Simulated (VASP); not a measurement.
Band structure of KMgF3 (cubic perovskite). Level of theory: r2SCAN+rVV10, VASP's PBE PAW potentials (set 64) (plane waves; VASP 6.6.1).

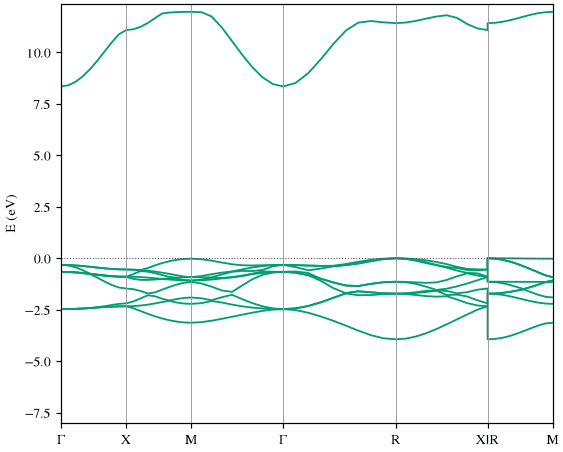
Fig. 1. Bands along high-symmetry lines, zero at the valence-band maximum or, without a gap, the Fermi level

### Question
Read the plot: is there a gap, and where are the band edges?

### Answer
The gap is indirect, 8.35 eV, from the valence maximum at R to the conduction minimum at Γ.

Measured: gap 12.40 eV (computed value off by -4.05 eV), as given by M. Sahnoun et al., Materials Chemistry and Physics (2004), doi:10.1016/j.matchemphys.2004.11.019.

The compound is KMgF3 in the cubic perovskite structure. It was relaxed first.
